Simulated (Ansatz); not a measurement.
AlSi₂B (space group P-6m2, No. 187). Coordinates: coordinates from a relaxation with DFT PBE, scalar-relativistic, plane waves, PAW in Ansatz; the starting structure was generated, so it need not be a known form of this composition.

```yaml
crystal:
  lattice:
    - [3.11024, 0.00000, 0.00000]
    - [-1.55512, 2.69354, 0.00000]
    - [0.00000, 0.00000, 6.45366]
  atoms:
    - { symbol: Al, position: [0.00000, 0.00000, 0.00000] }
    - { symbol: Si, position: [0.33333, 0.66667, 0.31992] }
    - { symbol: Si, position: [0.33333, 0.66667, 0.68008] }
    - { symbol: B, position: [0.66667, 0.33333, 0.50000] }
```

Describe the stacking along c, with columns A (0, 0), B (1/3, 2/3), C (2/3, 1/3) of the hexagonal mesh.

Al(A) – Si(B) – B(C) – Si(B) (four layers in 6.45 Å).

B and Si layers alone: BCB, a sequence in which some neighbouring layers lie directly above each other.

Al: one trigonal-prismatic site (per hexagonal cell). Two of the three gaps between B and Si layers are empty, 1.16 Å wide.

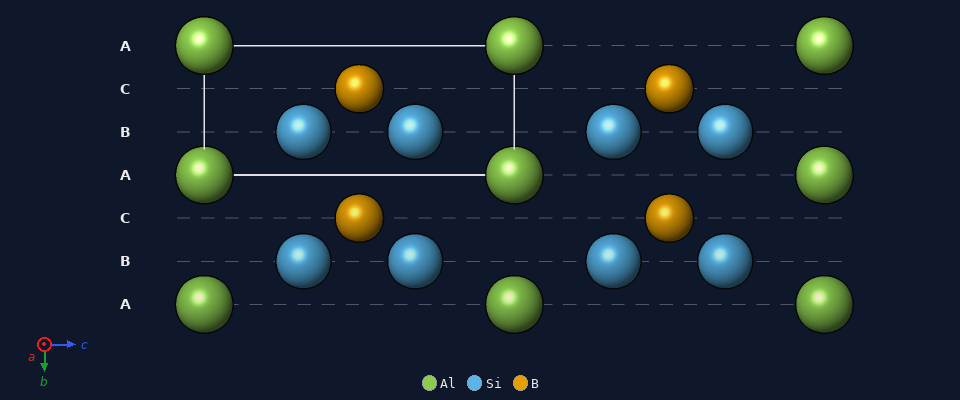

Projection along an edge of the hexagonal mesh, stacking direction c to the right. The dashed lines mark the three columns A (0, 0), B (1/3, 2/3) and C (2/3, 1/3). The sequence starts with the first layer at or above the cell's origin.
